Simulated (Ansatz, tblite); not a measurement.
**GeF2: charged states by level of theory**

What does removing or adding an electron cost or gain for GeF2? Each charged state is run at several levels.

Program: Ansatz 0.2.0, Gaussian basis. Level of theory: as each input shows. These are calculated values, not measurements.

Levels to be run: charge +1 doublet, at the geometry of the singlet (PBE0-D4/def2-TZVP, PBE-D4/def2-TZVP, r2SCAN-D4/def2-TZVP, CCSD(T)/def2-TZVPP); charge -1 doublet, at the geometry of the singlet (PBE0-D4/def2-TZVPD, PBE-D4/def2-TZVPD, r2SCAN-D4/def2-TZVPD, CCSD(T)/def2-TZVPD); the starting singlet's energies come from earlier runs.

### 1 The geometry

The singlet was relaxed beforehand with PBE-D4/def2-TZVP.

3 atoms, charge 0, spin multiplicity 1.

Atoms are counted from 1 here; the program's logs count them from 0.

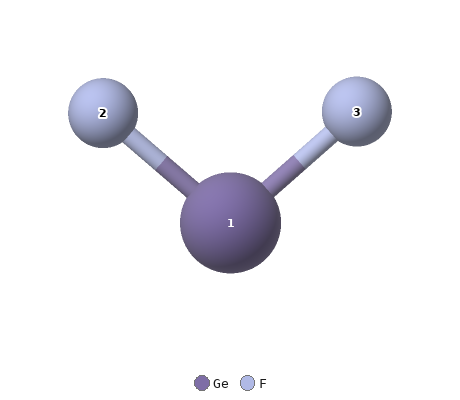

The structure; germanium purple, fluorine light blue; atoms are numbered from 1 in the order of the file.

Geometry (Å):

```xyz
3
F2Ge
Ge    0.0050   -0.0076   -0.7762
F     1.3334   -0.0191    0.3969
F    -1.3384    0.0267    0.3793
```

### 2 Charge +1 doublet at the fixed geometry, PBE0-D4/def2-TZVP

The input, in.yaml:

```yaml
crystal:
  periodic: [false, false, false]
  atoms:
    - {symbol: Ge, position_ang: [0.004963, -0.007579, -0.776201]}
    - {symbol: F, position_ang: [1.333382, -0.019143, 0.396871]}
    - {symbol: F, position_ang: [-1.338354, 0.026722, 0.379330]}
basis:
  gaussian: {orbitals: def2-TZVP}
total_charge: 1
magnetization: {spin_polarized: true, initial_magnetization: 1}
hamiltonian: {xc: pbe0, dispersion: d4}
output: {orbitals: {seedname: orbitals}}
```

Command:

```sh
ansatz run in.yaml --threads 4 --pin off --events-out ev --progress --plain --max-ram 3916MiB
```

What it wrote:

```text
Functional definition: PBE0
  name "PBE0"
  cite "Adamo & Barone, J. Chem. Phys. 110, 6158 (1999) doi:10.1063/1.478522"
  cite "Perdew, Burke & Ernzerhof, Phys. Rev. Lett. 77, 3865 (1996) doi:10.1103/PhysRevLett.77.3865"
  parent pbe
  parameter a = 0.25
  parameter kappa = 0.804
  parameter beta = 0.06672455060314922
  exchange = (1 - a)*pbe_x(kappa = kappa, mu = beta*pi^2/3) + a*exact_x
  correlation = pbe_c(beta = beta)
713 factors; their error is unknown
mean field evaluation 1: about -61913.4817 eV, gradient 7.7e1 eV
mean field evaluation 2: about -61760.1186 eV, gradient 2.0e2 eV
mean field evaluation 4: about -61932.0420 eV, gradient 7.7e0 eV
mean field evaluation 8: about -61932.2268 eV, gradient 6.5e-2 eV
mean field evaluation 16: about -61932.5197 eV, gradient 1.0e-4 eV
mean field -61932.51971041 eV, -2275.9781199881 hartree, gradient 2.6e-5 eV, S^2 0.758007; 0 other end points of the search recorded, 0 dependent functions left out
reference -61932.51972850 eV, -2275.9781206528 hartree; 25, 24 occupied and 85, 86 virtual orbitals, 713 factors
Total energy: -61932.54635841 eV, -2275.9790992838 hartree
```

Run time: 1.3 s. Hardware: 4 threads of Intel Xeon at 2.70GHz, shared host.

From the report: HOMO -18.00 eV, LUMO -14.28 eV (over both spins); ⟨S²⟩ 0.758 (pure: 0.75).

### 3 Charge +1 doublet at the fixed geometry, PBE-D4/def2-TZVP

start.molden holds the orbitals of an earlier run on this state, given as this run's starting guess.

Changes to in.yaml since step 2:

```diff
@@ -7,6 +7,7 @@
 basis:
-  gaussian: {orbitals: def2-TZVP}
+  gaussian: {orbitals: def2-TZVP, initial_orbitals: start.molden}
 total_charge: 1
 magnetization: {spin_polarized: true, initial_magnetization: 1}
-hamiltonian: {xc: pbe0, dispersion: d4}
+hamiltonian: {xc: pbe, dispersion: d4}
+scf: {omitted_lower_state_checks: [starts]}
 output: {orbitals: {seedname: orbitals}}
```

The command is unchanged.

What it wrote:

```text
Functional definition: PBE
  name "PBE"
  cite "Perdew, Burke & Ernzerhof, Phys. Rev. Lett. 77, 3865 (1996) doi:10.1103/PhysRevLett.77.3865"
  parent pbe
  parameter kappa = 0.804
  parameter beta = 0.06672455060314922
  exchange = pbe_x(kappa = kappa, mu = beta*pi^2/3)
  correlation = pbe_c(beta = beta)
these checks for a lower state are left out or cut short: starts
670 factors; their error is unknown
mean field evaluation 1: about -61931.4822 eV, gradient 7.8e0 eV
mean field evaluation 2: about -61931.6256 eV, gradient 1.8e-1 eV
mean field evaluation 4: about -61931.6101 eV, gradient 9.4e-2 eV
mean field evaluation 8: about -61931.6101 eV, gradient 2.3e-5 eV
mean field -61931.61010294 eV, -2275.9446925300 hartree, gradient 2.3e-5 eV, S^2 0.752662; 0 other end points of the search recorded, 0 dependent functions left out
reference -61931.61012677 eV, -2275.9446934058 hartree; 25, 24 occupied and 85, 86 virtual orbitals, 670 factors
Total energy: -61931.64241123 eV, -2275.9458798377 hartree
Checks for a lower state left out: starts
```

It took 0.91 s on 4 threads of Intel Xeon at 2.70GHz, shared host.

From the report: HOMO -16.44 eV, LUMO -15.24 eV (over both spins); ⟨S²⟩ 0.753 (pure: 0.75).

### 4 Charge +1 doublet at the fixed geometry, r2SCAN-D4/def2-TZVP

Changes to in.yaml since step 3:

```diff
@@ -10,3 +10,3 @@
 magnetization: {spin_polarized: true, initial_magnetization: 1}
-hamiltonian: {xc: pbe, dispersion: d4}
+hamiltonian: {xc: r2scan, dispersion: d4}
 scf: {omitted_lower_state_checks: [starts]}
```

Same command.

What it wrote:

```text
Functional definition: r2SCAN
  name "r2SCAN"
  cite "Furness, Kaplan, Ning, Perdew & Sun, J. Phys. Chem. Lett. 11, 8208 (2020) doi:10.1021/acs.jpclett.0c02405"
  cite "Furness, Kaplan, Ning, Perdew & Sun, J. Phys. Chem. Lett. 11, 9248 (2020) doi:10.1021/acs.jpclett.0c03077"
  parent r2scan
  parameter k0 = 0.174
  parameter k1 = 0.065
  parameter a1 = 4.9479
  exchange = r2scan_x(k0 = k0, k1 = k1, a1 = a1)
  correlation = r2scan_c
these checks for a lower state are left out or cut short: starts
670 factors; their error is unknown
mean field evaluation 1: about -61942.4320 eV, gradient 4.6e0 eV
mean field evaluation 2: about -61942.4682 eV, gradient 6.0e-2 eV
mean field evaluation 4: about -61942.4594 eV, gradient 2.2e-4 eV
mean field evaluation 8: about -61942.4594 eV, gradient 1.7e-5 eV
mean field -61942.45937721 eV, -2276.3433960053 hartree, gradient 1.7e-5 eV, S^2 0.756997; 0 other end points of the search recorded, 0 dependent functions left out
reference -61942.45938464 eV, -2276.3433962787 hartree; 25, 24 occupied and 85, 86 virtual orbitals, 670 factors
Total energy: -61942.46614295 eV, -2276.3436446420 hartree
Checks for a lower state left out: starts
```

Wall time 1.6 s (4 threads of Intel Xeon at 2.70GHz, shared host).

Report: HOMO -16.97 eV, LUMO -14.97 eV (over both spins); ⟨S²⟩ 0.757 (pure: 0.75).

### 5 Charge +1 doublet at the fixed geometry, CCSD(T)/def2-TZVPP

The input, in.yaml:

```yaml
crystal:
  periodic: [false, false, false]
  atoms:
    - {symbol: Ge, position_ang: [0.004963, -0.007579, -0.776201]}
    - {symbol: F, position_ang: [1.333382, -0.019143, 0.396871]}
    - {symbol: F, position_ang: [-1.338354, 0.026722, 0.379330]}
basis:
  gaussian: {orbitals: def2-TZVPP, initial_orbitals: start.molden}
total_charge: 1
magnetization: {spin_polarized: true, initial_magnetization: 1}
correlation: {method: ccsd_t}
scf: {omitted_lower_state_checks: [starts, cluster_reference]}
output: {orbitals: {seedname: orbitals}}
```

The command is unchanged.

What it wrote:

```text
Functional definition: HF
  name "HF"
  cite "Fock, Z. Phys. 61, 126 (1930) doi:10.1007/BF01340294"
  parent pbe
  exchange = exact_x
  correlation = 0
these checks for a lower state are left out or cut short: starts, cluster_reference
741 factors; integrals over basis functions are off by at most 6.9e-4 eV
mean field evaluation 1: about -61877.9104 eV, gradient 2.2e1 eV
mean field evaluation 2: about -61878.8799 eV, gradient 1.2e0 eV
mean field evaluation 4: about -61878.9119 eV, gradient 7.8e-2 eV
mean field evaluation 8: about -61878.9119 eV, gradient 1.5e-6 eV
mean field -61878.91190581 eV, -2274.0080695054 hartree, gradient 1.5e-6 eV, S^2 0.778448; 0 other end points of the search recorded, 0 dependent functions left out
11 core orbitals not correlated: weight in the atoms' cores, before any rotation towards them, 1.000 or more for the frozen orbitals, at most 0.000 for the correlated occupied ones
reference -61878.91190581 eV, -2274.0080695054 hartree; 14, 13 occupied and 85, 86 virtual orbitals, 741 factors
second order -19.17852771 eV of doubles, -0.00000000 eV of singles
cycle   1  -18.30961082 eV  change    8.7e-1 eV  update   1.3e-1
cycle   2  -18.86596281 eV  change   -5.6e-1 eV  update   5.0e-2
cycle   3  -19.02453526 eV  change   -1.6e-1 eV  update   2.9e-2
cycle   4  -19.01660477 eV  change    7.9e-3 eV  update   1.0e-2
cycle   5  -19.00813546 eV  change    8.5e-3 eV  update   4.8e-3
cycle   6  -19.01125604 eV  change   -3.1e-3 eV  update   2.5e-3
cycle   7  -19.01235070 eV  change   -1.1e-3 eV  update   1.5e-3
cycle   8  -19.01203154 eV  change    3.2e-4 eV  update   7.5e-4
cycle   9  -19.01217067 eV  change   -1.4e-4 eV  update   4.2e-4
cycle  10  -19.01218645 eV  change   -1.6e-5 eV  update   1.2e-4
cycle  11  -19.01210232 eV  change    8.4e-5 eV  update   6.3e-5
cycle  12  -19.01219612 eV  change   -9.4e-5 eV  update   2.4e-5
cycle  13  -19.01217584 eV  change    2.0e-5 eV  update   1.1e-5
perturbative correction -0.70245857 eV, -0.0258148764 hartree
Total energy: -61898.62654022 eV, -2274.7325689572 hartree
Checks for a lower state left out: starts, cluster_reference
```

Run time: 9 s. Hardware: 4 threads of Intel Xeon at 2.70GHz, shared host; peak memory 0.72 GiB.

From the report: Hartree-Fock HOMO -21.86 eV, LUMO -10.18 eV (over both spins); ⟨S²⟩ 0.778 (pure: 0.75); T1 0.021.

### 6 Vertical ionisation energy

Charged state less starting state, singlet to doublet; the starting state's energies are those of its earlier runs.

Differences are taken before rounding.

```csv
method,vertical ionisation energy (eV),from CCSD(T)/def2-TZVPP (eV),time
HF/def2-TZVPP,11.02,-0.71,
PBE-D4/def2-TZVP,11.47,-0.25,1.5 s
r2SCAN-D4/def2-TZVP,11.59,-0.13,2.5 s
PBE0-D4/def2-TZVP,11.67,-0.05,2.2 s
MP2/def2-TZVPP,11.70,-0.03,
CCSD/def2-TZVPP,11.76,+0.04,
CCSD(T)/def2-TZVPP,11.72,0,12 s
```

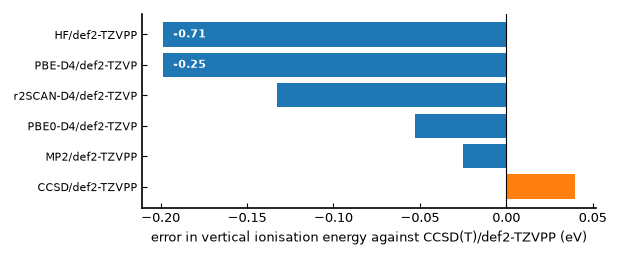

Deviations from CCSD(T)/def2-TZVPP, method by method. Bars with a number in them are cut short.

Times add the two runs; a level without a time comes out of a correlated run.

Beside −ε(HOMO) of the starting state:

| level | −ε(HOMO) (eV) | by difference (eV) | mismatch (eV) |
| --- | --- | --- | --- |
| PBE-D4/def2-TZVP | 7.72 | 11.47 | -3.76 |
| r2SCAN-D4/def2-TZVP | 8.07 | 11.59 | -3.52 |
| PBE0-D4/def2-TZVP | 9.03 | 11.67 | -2.64 |

### 7 Charge -1 doublet at the fixed geometry, PBE0-D4/def2-TZVPD

The input, in.yaml:

```yaml
crystal:
  periodic: [false, false, false]
  atoms:
    - {symbol: Ge, position_ang: [0.004963, -0.007579, -0.776201]}
    - {symbol: F, position_ang: [1.333382, -0.019143, 0.396871]}
    - {symbol: F, position_ang: [-1.338354, 0.026722, 0.379330]}
basis:
  gaussian: {orbitals: def2-TZVPD}
total_charge: -1
magnetization: {spin_polarized: true, initial_magnetization: 1}
hamiltonian: {xc: pbe0, dispersion: d4}
output: {orbitals: {seedname: orbitals}}
```

The command is unchanged.

What it wrote:

```text
Functional definition: PBE0
  name "PBE0"
  cite "Adamo & Barone, J. Chem. Phys. 110, 6158 (1999) doi:10.1063/1.478522"
  cite "Perdew, Burke & Ernzerhof, Phys. Rev. Lett. 77, 3865 (1996) doi:10.1103/PhysRevLett.77.3865"
  parent pbe
  parameter a = 0.25
  parameter kappa = 0.804
  parameter beta = 0.06672455060314922
  exchange = (1 - a)*pbe_x(kappa = kappa, mu = beta*pi^2/3) + a*exact_x
  correlation = pbe_c(beta = beta)
820 factors; their error is unknown
mean field evaluation 1: about -61943.0504 eV, gradient 2.2e1 eV
mean field evaluation 2: about -61941.7172 eV, gradient 3.3e1 eV
mean field evaluation 4: about -61944.6647 eV, gradient 1.5e0 eV
mean field evaluation 8: about -61944.9165 eV, gradient 3.1e-2 eV
mean field evaluation 16: about -61944.9165 eV, gradient 1.6e-5 eV
mean field -61944.91649989 eV, -2276.4336935985 hartree, gradient 1.3e-5 eV, S^2 0.755936; 0 other end points of the search recorded, 0 dependent functions left out
reference -61944.91652885 eV, -2276.4336946629 hartree; 26, 25 occupied and 108, 109 virtual orbitals, 820 factors
Total energy: -61944.95357930 eV, -2276.4350562417 hartree
```

It took 1.8 s on 4 threads of Intel Xeon at 2.70GHz, shared host.

Report: HOMO 1.49 eV, LUMO 4.41 eV (over both spins); ⟨S²⟩ 0.756 (pure: 0.75). Doubts: highest occupied level lies above zero.

### 8 Charge -1 doublet at the fixed geometry, PBE-D4/def2-TZVPD

Changes to in.yaml since step 7:

```diff
@@ -7,6 +7,7 @@
 basis:
-  gaussian: {orbitals: def2-TZVPD}
+  gaussian: {orbitals: def2-TZVPD, initial_orbitals: start.molden}
 total_charge: -1
 magnetization: {spin_polarized: true, initial_magnetization: 1}
-hamiltonian: {xc: pbe0, dispersion: d4}
+hamiltonian: {xc: pbe, dispersion: d4}
+scf: {omitted_lower_state_checks: [starts]}
 output: {orbitals: {seedname: orbitals}}
```

Same command.

What it wrote:

```text
Functional definition: PBE
  name "PBE"
  cite "Perdew, Burke & Ernzerhof, Phys. Rev. Lett. 77, 3865 (1996) doi:10.1103/PhysRevLett.77.3865"
  parent pbe
  parameter kappa = 0.804
  parameter beta = 0.06672455060314922
  exchange = pbe_x(kappa = kappa, mu = beta*pi^2/3)
  correlation = pbe_c(beta = beta)
these checks for a lower state are left out or cut short: starts
767 factors; their error is unknown
mean field evaluation 1: about -61943.5825 eV, gradient 7.7e0 eV
mean field evaluation 2: about -61943.7020 eV, gradient 1.4e-1 eV
mean field evaluation 4: about -61943.6946 eV, gradient 8.6e-4 eV
mean field evaluation 8: about -61943.6946 eV, gradient 5.6e-6 eV
mean field -61943.69460777 eV, -2276.3887898915 hartree, gradient 5.6e-6 eV, S^2 0.753297; 0 other end points of the search recorded, 0 dependent functions left out
reference -61943.69464405 eV, -2276.3887912245 hartree; 26, 25 occupied and 108, 109 virtual orbitals, 767 factors
Total energy: -61943.73954006 eV, -2276.3904411224 hartree
Checks for a lower state left out: starts
```

It took 1.2 s on 4 threads of Intel Xeon at 2.70GHz, shared host.

HOMO 2.45 eV, LUMO 3.61 eV (over both spins); ⟨S²⟩ 0.753 (pure: 0.75). Doubts: highest occupied level lies above zero.

### 9 Charge -1 doublet at the fixed geometry, r2SCAN-D4/def2-TZVPD

Changes to in.yaml since step 8:

```diff
@@ -10,3 +10,3 @@
 magnetization: {spin_polarized: true, initial_magnetization: 1}
-hamiltonian: {xc: pbe, dispersion: d4}
+hamiltonian: {xc: r2scan, dispersion: d4}
 scf: {omitted_lower_state_checks: [starts]}
```

The command is unchanged.

What it wrote:

```text
Functional definition: r2SCAN
  name "r2SCAN"
  cite "Furness, Kaplan, Ning, Perdew & Sun, J. Phys. Chem. Lett. 11, 8208 (2020) doi:10.1021/acs.jpclett.0c02405"
  cite "Furness, Kaplan, Ning, Perdew & Sun, J. Phys. Chem. Lett. 11, 9248 (2020) doi:10.1021/acs.jpclett.0c03077"
  parent r2scan
  parameter k0 = 0.174
  parameter k1 = 0.065
  parameter a1 = 4.9479
  exchange = r2scan_x(k0 = k0, k1 = k1, a1 = a1)
  correlation = r2scan_c
these checks for a lower state are left out or cut short: starts
767 factors; their error is unknown
mean field evaluation 1: about -61954.7788 eV, gradient 4.6e0 eV
mean field evaluation 2: about -61954.8088 eV, gradient 4.4e-2 eV
mean field evaluation 4: about -61954.8085 eV, gradient 8.5e-5 eV
mean field evaluation 8: about -61954.8085 eV, gradient 1.7e-5 eV
mean field -61954.80852584 eV, -2276.7972188471 hartree, gradient 1.7e-5 eV, S^2 0.758535; 0 other end points of the search recorded, 0 dependent functions left out
reference -61954.80854565 eV, -2276.7972195752 hartree; 26, 25 occupied and 108, 109 virtual orbitals, 767 factors
Total energy: -61954.81801327 eV, -2276.7975675038 hartree
Checks for a lower state left out: starts
```

It took 2.2 s on 4 threads of Intel Xeon at 2.70GHz, shared host.

HOMO 2.20 eV, LUMO 4.04 eV (over both spins); ⟨S²⟩ 0.759 (pure: 0.75). Doubts: highest occupied level lies above zero.

### 10 Charge -1 doublet at the fixed geometry, CCSD(T)/def2-TZVPD

Changes to in.yaml since step 9:

```diff
@@ -10,4 +10,4 @@
 magnetization: {spin_polarized: true, initial_magnetization: 1}
-hamiltonian: {xc: r2scan, dispersion: d4}
-scf: {omitted_lower_state_checks: [starts]}
+correlation: {method: ccsd_t}
+scf: {omitted_lower_state_checks: [starts, cluster_reference]}
 output: {orbitals: {seedname: orbitals}}
```

Same command.

What it wrote:

```text
Functional definition: HF
  name "HF"
  cite "Fock, Z. Phys. 61, 126 (1930) doi:10.1007/BF01340294"
  parent pbe
  exchange = exact_x
  correlation = 0
these checks for a lower state are left out or cut short: starts, cluster_reference
862 factors; integrals over basis functions are off by at most 8.2e-4 eV
mean field evaluation 1: about -61889.5278 eV, gradient 2.2e1 eV
mean field evaluation 2: about -61890.3119 eV, gradient 1.0e0 eV
mean field evaluation 4: about -61890.3328 eV, gradient 5.3e-2 eV
mean field evaluation 8: about -61890.3328 eV, gradient 3.3e-6 eV
mean field -61890.33277776 eV, -2274.4277788083 hartree, gradient 3.3e-6 eV, S^2 0.777829; 0 other end points of the search recorded, 0 dependent functions left out
11 core orbitals not correlated: weight in the atoms' cores, before any rotation towards them, 1.000 or more for the frozen orbitals, at most 0.000 for the correlated occupied ones
reference -61890.33277776 eV, -2274.4277788083 hartree; 15, 14 occupied and 108, 109 virtual orbitals, 862 factors
second order -20.18427986 eV of doubles, -0.00000000 eV of singles
cycle   1  -19.51689627 eV  change    6.7e-1 eV  update   1.2e-1
cycle   2  -20.03498105 eV  change   -5.2e-1 eV  update   4.0e-2
cycle   3  -20.16475647 eV  change   -1.3e-1 eV  update   2.1e-2
cycle   4  -20.14895294 eV  change    1.6e-2 eV  update   6.5e-3
cycle   5  -20.14441599 eV  change    4.5e-3 eV  update   2.9e-3
cycle   6  -20.14665603 eV  change   -2.2e-3 eV  update   1.1e-3
cycle   7  -20.14684086 eV  change   -1.8e-4 eV  update   4.6e-4
cycle   8  -20.14670634 eV  change    1.3e-4 eV  update   1.7e-4
cycle   9  -20.14674119 eV  change   -3.5e-5 eV  update   6.8e-5
cycle  10  -20.14678412 eV  change   -4.3e-5 eV  update   2.5e-5
cycle  11  -20.14675025 eV  change    3.4e-5 eV  update   1.0e-5
perturbative correction -0.68218939 eV, -0.0250699978 hartree
Total energy: -61911.16171740 eV, -2275.1932282219 hartree
Checks for a lower state left out: starts, cluster_reference
```

Run time: 12 s. Hardware: 4 threads of Intel Xeon at 2.70GHz, shared host; peak memory 1 GiB.

Report: Hartree-Fock HOMO -0.95 eV, LUMO 6.09 eV (over both spins); ⟨S²⟩ 0.778 (pure: 0.75); T1 0.016.

### 11 Vertical electron affinity

Starting state less charged state (positive: the electron is bound), singlet to doublet; the starting state's energies are those of its earlier runs.

Differences are taken before rounding.

```csv
method,vertical electron affinity (eV),from CCSD(T)/def2-TZVPD (eV),time
HF/def2-TZVPD,0.34,-0.18,
PBE-D4/def2-TZVPD,0.52,-0.01,1.9 s
r2SCAN-D4/def2-TZVPD,0.69,+0.16,3.4 s
PBE0-D4/def2-TZVPD,0.66,+0.13,2.7 s
MP2/def2-TZVPD,0.46,-0.07,
CCSD/def2-TZVPD,0.54,+0.02,
CCSD(T)/def2-TZVPD,0.53,0,15 s
```

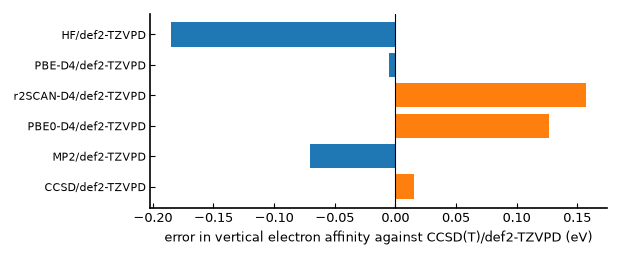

Deviations from CCSD(T)/def2-TZVPD, method by method.

Times add the two runs; a level without a time comes out of a correlated run.

Beside −ε(LUMO) of the starting state:

| level | −ε(LUMO) (eV) | by difference (eV) | mismatch (eV) |
| --- | --- | --- | --- |
| PBE-D4/def2-TZVPD | 3.55 | 0.52 | +3.03 |
| r2SCAN-D4/def2-TZVPD | 3.48 | 0.69 | +2.79 |
| PBE0-D4/def2-TZVPD | 2.77 | 0.66 | +2.11 |

### 12 What came out

| quantity | value |
| --- | --- |
| vertical ionisation energy, functionals in def2-TZVP | 11.47 (PBE-D4) to 11.67 eV (PBE0-D4) |
| vertical ionisation energy, CCSD(T)/def2-TZVPP | 11.72 eV |
| vertical electron affinity, functionals in def2-TZVPD | 0.52 (PBE-D4) to 0.69 eV (r2SCAN-D4) |
| vertical electron affinity, CCSD(T)/def2-TZVPD | 0.53 eV |

What this shows: The vertical ionisation energy spans 11.47 to 11.67 eV over the functionals, beside 11.72 eV from CCSD(T)/def2-TZVPP. −ε(HOMO) misses the level's own difference by -2.64 eV at best (PBE0-D4) and -3.76 eV at worst (PBE-D4). The reference is CCSD(T) in one finite basis, so it carries an error of its own, often a tenth of an eV or more, and near misses can't be ranked. The vertical electron affinity spans 0.52 to 0.69 eV over the functionals, beside 0.53 eV from CCSD(T)/def2-TZVPD. The anion's highest level lies above zero where self-interaction lifts it, so diffuse functions weigh on these values. −ε(LUMO) misses the level's own difference by +2.11 eV at best (PBE0-D4) and +3.03 eV at worst (PBE-D4).
